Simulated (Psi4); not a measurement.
# One shape, several levels: doublet [P4]+

We compute a comparison of 4 runs (U-r2SCAN/def2-SVPD, U-revPBE/def2-SVPD, UM06-L/def2-SVPD, UPBE/def2-SVPD) of doublet [P4]+. 

Program for the calculation: Psi4 1.11.

3 further runs of the same task are left out: 2 that didn't finish, 1 set aside as unsound or not needed.

## Step 1: The system as given

[P4]+: 4 atoms, total charge +1, spin state doublet. SMILES of the parent species: `P12P3P1P23`. The shape is that of a PBE0-D4/def2-TZVP optimisation. That shape belongs to the parent species and isn't relaxed for this state.

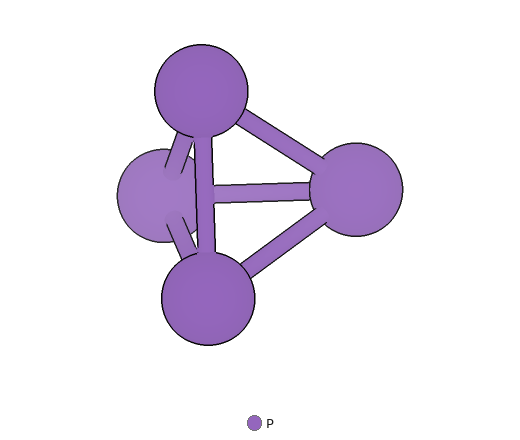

Viewed from a chosen angle; phosphorus purple.

## Step 2: The energy at U-r2SCAN/def2-SVPD (run 1)

File p4.dat:

```
memory 1.6 GB

molecule molecule1 {
  1 2
  P     -1.36967350    -0.18897261     2.11535942
  P      2.44700636     0.20749193     0.59658654
  P     -0.34959933    -2.06301401    -1.41691665
  P     -0.72773353     2.04449469    -1.29484034
  units au
  symmetry c1
}

set basis def2-SVPD
set reference uks
set puream true
set e_convergence 1e-09
set d_convergence 1e-08
set scf_type pk
set dft_radial_points 99
set dft_spherical_points 590
set maxiter 100

e_tot, wfn = energy('r2scan', return_wfn=True)
oeprop(wfn, 'WIBERG_LOWDIN_INDICES', 'MULLIKEN_CHARGES', 'QUADRUPOLE')
print_variables()
```

On the command line:

```
$ psi4 -i p4.dat -o p4.out -n 1
```

p4.out:

```text
[...]
  Running in c1 symmetry.
[...]
  Nuclear repulsion =  327.132424419381664
[...]
  Multiplicity = 2
[...]
  Nalpha       = 30
  Nbeta        = 29
[...]
    Number of basis functions: 96
[...]
   @UKS iter   1: -1364.57208648664277    5.28551e-01   2.19911e-03 ADIIS/DIIS
[...]
   @UKS iter  18: -1364.59467183044171   -6.82121e-12   3.56060e-09 DIIS
[...]
   @S^2 Observed:                7.571357624E-01
[...]
    Orbital Energies [Eh]
    ---------------------
    Alpha Occupied:
       1A    -77.019115     2A    -77.019083     3A    -77.019077
       4A    -77.019071     5A     -6.743528     6A     -6.743441
       7A     -6.743435     8A     -6.743431     9A     -4.893423
      10A     -4.893413    11A     -4.893266    12A     -4.893257
      13A     -4.890770    14A     -4.890215    15A     -4.890207
      16A     -4.890174    17A     -4.888386    18A     -4.888309
      19A     -4.888301    20A     -4.888194    21A     -1.036059
      22A     -0.763525    23A     -0.747457    24A     -0.747436
      25A     -0.556406    26A     -0.509616    27A     -0.507241
      28A     -0.507228    29A     -0.502850    30A     -0.478634
    Alpha Virtual:
[...]
  @UKS Final Energy: -1364.59467183044171
   => Energetics <=
    Nuclear Repulsion Energy =            327.1324244193816639
    One-Electron Energy =               -2525.0983960887429021
    Two-Electron Energy =                 925.9901690575262592
    DFT Exchange-Correlation Energy =     -92.6188692186064912
    Empirical Dispersion Energy =           0.0000000000000000
    VV10 Nonlocal Energy =                  0.0000000000000000
    Total Energy =                      -1364.5946718304417118
[...]
 Multipole Moments:
 ------------------------------------------------------------------------------------
     Multipole            Electronic (a.u.)      Nuclear  (a.u.)        Total (a.u.)
 ------------------------------------------------------------------------------------
 L = 1.  Multiply by 2.5417464519 to convert [e a0] to [Debye]
 Dipole X            :          0.0000386           -0.0000000            0.0000386
 Dipole Y            :          0.0000315            0.0000000            0.0000315
 Dipole Z            :          0.0000112           -0.0000000            0.0000112
 Magnitude           :                                                    0.0000511
 L = 2.  Multiply by 1.3450342976 to convert [e a0^2] to [Debye ang]
 Quadrupole XX       :       -158.8465424          127.7349211          -31.1116213
 Quadrupole XY       :          0.7105880           -0.0008126            0.7097754
[...]
  Mulliken Charges: (a.u.)
   Center  Symbol    Alpha    Beta     Spin     Total
       1     P     7.49996  7.25003  0.24993  0.25001
       2     P     7.50004  7.24993  0.25011  0.25003
       3     P     7.50000  7.25003  0.24997  0.24997
       4     P     7.50000  7.25001  0.24999  0.24999
   Total alpha = 30.00000, Total beta = 29.00000, Total charge =  1.00000
  Wiberg Bond Indices using Orthogonal Lowdin Orbitals:
  Total Bond Index:
  Irrep: 1 Size: 4 x 4
[...]
```

It took 64 s on 1 thread of Intel Xeon Platinum 8259CL at 2.50GHz (Skylake/Cascade Lake), shared host; peak memory 0.8 GiB.

## Step 3: Energy and forces at U-revPBE/def2-SVPD (run 2)

File job.json:

```json
{
 "schema_name": "qcschema_input",
 "schema_version": 1,
 "molecule": {
  "schema_name": "qcschema_molecule",
  "schema_version": 2,
  "symbols": ["P", "P", "P", "P"],
  "geometry": [-1.3696735, -0.18897261, 2.11535942, 2.44700636, 0.20749193, 0.59658654, -0.34959933, -2.06301401, -1.41691665, -0.72773353, 2.04449469, -1.29484034],
  "molecular_charge": 1,
  "molecular_multiplicity": 2,
  "fix_symmetry": "c1"
 },
 "driver": "gradient",
 "model": {
  "method": "revpbe",
  "basis": "def2-SVPD"
 },
 "keywords": {
  "reference": "uks",
  "puream": true,
  "e_convergence": 1e-09,
  "d_convergence": 1e-08,
  "scf_type": "pk",
  "dft_radial_points": 99,
  "dft_spherical_points": 590,
  "maxiter": 100
 }
}
```

On the command line:

```
$ psi4 --qcschema job.json -n 1 --memory 1600MB
```

stdout:

```text
[...]
  Running in c1 symmetry.
[...]
  Nuclear repulsion =  327.132424419381664
[...]
  Multiplicity = 2
[...]
  Nalpha       = 30
  Nbeta        = 29
[...]
    Number of basis functions: 96
[...]
   @UKS iter   1: -1364.41385036612110    5.43674e-01   2.53224e-03 DIIS/ADIIS
[...]
   @UKS iter  19: -1364.44568983506997   -1.13687e-11   6.30598e-09 DIIS
[...]
   @S^2 Observed:                7.531769921E-01
[...]
    Orbital Energies [Eh]
    ---------------------
    Alpha Occupied:
       1A    -76.575771     2A    -76.575740     3A    -76.575735
       4A    -76.575731     5A     -6.576587     6A     -6.576531
       7A     -6.576526     8A     -6.576524     9A     -4.794246
      10A     -4.794235    11A     -4.794107    12A     -4.794100
      13A     -4.791667    14A     -4.791182    15A     -4.791176
      16A     -4.791134    17A     -4.789261    18A     -4.789201
      19A     -4.789196    20A     -4.789108    21A     -0.998091
      22A     -0.738214    23A     -0.723884    24A     -0.723867
      25A     -0.540499    26A     -0.497079    27A     -0.495157
      28A     -0.495145    29A     -0.486322    30A     -0.466395
    Alpha Virtual:
[...]
  @UKS Final Energy: -1364.44568983506997
   => Energetics <=
    Nuclear Repulsion Energy =            327.1324244193816639
    One-Electron Energy =               -2525.3351234794872653
    Two-Electron Energy =                 926.2154902210130558
    DFT Exchange-Correlation Energy =     -92.4584809959775384
    Empirical Dispersion Energy =           0.0000000000000000
    VV10 Nonlocal Energy =                  0.0000000000000000
    Total Energy =                      -1364.4456898350699703
[...]
 Multipole Moments:
 ------------------------------------------------------------------------------------
     Multipole            Electronic (a.u.)      Nuclear  (a.u.)        Total (a.u.)
 ------------------------------------------------------------------------------------
 L = 1.  Multiply by 2.5417464519 to convert [e a0] to [Debye]
 Dipole X            :          0.0000396           -0.0000000            0.0000396
 Dipole Y            :          0.0000297            0.0000000            0.0000297
 Dipole Z            :          0.0000074           -0.0000000            0.0000074
 Magnitude           :                                                    0.0000501
[...]
  -Total Gradient:
     Atom            X                  Y                   Z
    ------   -----------------  -----------------  -----------------
       1        0.012872973382    -0.028488055158    -0.049245099449
       2       -0.043261382630     0.027959819772    -0.027303695125
       3       -0.015967258556     0.024468084267     0.050493632380
       4        0.046355383906    -0.023937991354     0.026056484747
[...]
```

The result, in JSON:

```text
{
 "driver": "gradient",
 "model": {
  "method": "revpbe",
  "basis": "def2-SVPD"
 },
 "success": true,
 "return_result": [0.012872973381573422, -0.028488055157835195, -0.04924509944870012, -0.04326138263001575, 0.027959819772174273, -0.02730369512497769, -0.015967258555708172, 0.024468084266520113, 0.05049363238026177, 0.04635538390591694, -0.023937991354130106, 0.026056484746939543],
 "properties": {
  "calcinfo_nbasis": 96,
  "calcinfo_nmo": 96,
  "calcinfo_nalpha": 30,
  "calcinfo_nbeta": 29,
  "calcinfo_natom": 4,
  "nuclear_repulsion_energy": 327.13242441938166,
  "return_energy": -1364.44568983507,
  "return_gradient": [0.012872973381573422, -0.028488055157835195, -0.04924509944870012, -0.04326138263001575, 0.027959819772174273, -0.02730369512497769, -0.015967258555708172, 0.024468084266520113, 0.05049363238026177, 0.04635538390591694, -0.023937991354130106, 0.026056484746939543],
  "scf_one_electron_energy": -2525.3351234794873,
  "scf_two_electron_energy": 926.215490221013,
  "scf_xc_energy": -92.45848099597754,
  "scf_dipole_moment": [3.961146495623513e-05, 2.9736234514896043e-05, 7.3824657468302135e-06],
  "scf_total_energy": -1364.44568983507,
  "scf_total_gradient": [0.012872973381573422, -0.028488055157835195, -0.04924509944870012, -0.04326138263001575, 0.027959819772174273, -0.02730369512497769, -0.015967258555708172, 0.024468084266520113, 0.05049363238026177, 0.04635538390591694, -0.023937991354130106, 0.026056484746939543],
  "scf_iterations": 19
 }
}
```

Wall time 40 s (1 thread of Intel Xeon Platinum 8259CL at 2.50GHz (Skylake/Cascade Lake), shared host); peak memory 0.63 GiB.

Run 3 isn't shown in full; the table further down has it.

## Step 4: Energy and gradient at UPBE/def2-SVPD (run 4)

File p4.py:

```python
import psi4

psi4.set_memory(1600000000)
psi4.set_num_threads(1)
psi4.set_output_file('run.log', False)

geom = psi4.geometry("""
1 2
P     -0.724800    -0.100000     1.119400
P      1.294900     0.109800     0.315700
P     -0.185000    -1.091700    -0.749800
P     -0.385100     1.081900    -0.685200
symmetry c1
no_reorient
no_com
""")

options = {'reference': 'uks', 'puream': True, 'e_convergence': 1e-09, 'd_convergence': 1e-08, 'scf_type': 'pk', 'dft_radial_points': 99, 'dft_spherical_points': 590, 'maxiter': 100}
psi4.set_options(options)

e_tot, wfn = psi4.gradient('pbe/def2-SVPD', return_wfn=True)
psi4.oeprop(wfn, 'MULLIKEN_CHARGES', 'LOWDIN_CHARGES', 'MAYER_INDICES', title='PBE')
print('gradient / Eh bohr^-1')
print(e_tot.np.round(6))
print(f'energy = {wfn.energy():.10f} Eh')
```

On the command line:

```
$ python p4.py
```

run.log:

```text
[...]
  Running in c1 symmetry.
[...]
  Nuclear repulsion =  327.132424195368571
[...]
  Multiplicity = 2
[...]
  Nalpha       = 30
  Nbeta        = 29
[...]
    Number of basis functions: 96
[...]
   @UKS iter   1: -1364.04556236569169    5.48508e-01   2.62364e-03 ADIIS/DIIS
[...]
   @UKS iter  21: -1364.08051864442905   -2.50111e-12   8.61451e-09 DIIS
[...]
   @S^2 Observed:                7.528584973E-01
[...]
    Orbital Energies [Eh]
    ---------------------
    Alpha Occupied:
       1A    -76.561790     2A    -76.561757     3A    -76.561752
       4A    -76.561748     5A     -6.573255     6A     -6.573204
       7A     -6.573199     8A     -6.573196     9A     -4.796487
      10A     -4.796475    11A     -4.796348    12A     -4.796341
      13A     -4.793962    14A     -4.793480    15A     -4.793474
      16A     -4.793430    17A     -4.791504    18A     -4.791447
      19A     -4.791441    20A     -4.791356    21A     -0.999197
      22A     -0.739439    23A     -0.725239    24A     -0.725223
      25A     -0.541623    26A     -0.498261    27A     -0.496307
      28A     -0.496296    29A     -0.487325    30A     -0.467605
    Alpha Virtual:
[...]
  @UKS Final Energy: -1364.08051864442905
   => Energetics <=
    Nuclear Repulsion Energy =            327.1324241953685714
    One-Electron Energy =               -2525.3211189966050370
    Two-Electron Energy =                 926.1932501962226070
    DFT Exchange-Correlation Energy =     -92.0850740394150904
    Empirical Dispersion Energy =           0.0000000000000000
    VV10 Nonlocal Energy =                  0.0000000000000000
    Total Energy =                      -1364.0805186444290484
[...]
 Multipole Moments:
 ------------------------------------------------------------------------------------
     Multipole            Electronic (a.u.)      Nuclear  (a.u.)        Total (a.u.)
 ------------------------------------------------------------------------------------
 L = 1.  Multiply by 2.5417464519 to convert [e a0] to [Debye]
 Dipole X            :          0.0000436           -0.0000000            0.0000436
 Dipole Y            :          0.0000325            0.0000000            0.0000325
 Dipole Z            :         -0.0027781            0.0028346            0.0000564
 Magnitude           :                                                    0.0000784
[...]
  -Total Gradient:
     Atom            X                  Y                   Z
    ------   -----------------  -----------------  -----------------
       1        0.011267603455    -0.028655722711    -0.046710465636
       2       -0.040355056140     0.028150709682    -0.026563830429
       3       -0.016344097211     0.022039701402     0.048763832663
       4        0.045431119950    -0.021532002265     0.024511947323
[...]
  Mulliken Charges: (a.u.)
   Center  Symbol    Alpha    Beta     Spin     Total
       1     P     7.49999  7.25001  0.24998  0.24999
       2     P     7.50001  7.24996  0.25005  0.25003
       3     P     7.49999  7.25003  0.24996  0.24998
       4     P     7.50001  7.25000  0.25001  0.25000
   Total alpha = 30.00000, Total beta = 29.00000, Total charge =  1.00000
  Lowdin Charges: (a.u.)
   Center  Symbol    Alpha    Beta     Spin     Total
       1     P     7.50000  7.25001  0.24999  0.24999
       2     P     7.49999  7.24995  0.25003  0.25006
[...]
```

Standard output:

```text
gradient / Eh bohr^-1
[[ 0.011268 -0.028656 -0.04671 ]
 [-0.040355  0.028151 -0.026564]
 [-0.016344  0.02204   0.048764]
 [ 0.045431 -0.021532  0.024512]]
energy = -1364.0805186444 Eh
```

It took 44 s on 1 thread of Intel Xeon Platinum 8259CL at 2.50GHz (Skylake/Cascade Lake), shared host; peak memory 0.63 GiB.

## Step 5: The series

```csv
run,level,task,energy (Eh),HOMO energy (eV),LUMO energy (eV),⟨S²⟩,wall time
1,U-r2SCAN/def2-SVPD,energy,-1364.594672,-12.86,-12.54,0.757,64 s
2,U-revPBE/def2-SVPD,gradient,-1364.445690,-12.54,-12.49,0.753,40 s
3,UM06-L/def2-SVPD,gradient,-1364.707269,-12.83,-12.59,0.755,64 s
4,UPBE/def2-SVPD,gradient,-1364.080519,-12.58,-12.54,0.753,44 s
```

## Step 6: Results

| quantity | value |
| --- | --- |
| run 4: total energy | -1364.08052 Eh |
| run 4: HOMO energy (highest over α and β) | -12.58 eV |
| run 4: LUMO energy (lowest over α and β) | -12.54 eV |
| run 4: ⟨S²⟩ | 0.753 |
| run 4: largest force on an atom | 2.877 eV/Å |

**Reading.** Totals of different functionals can't be ranked against each other. All runs together took 3.5 min, the longest 64 s.
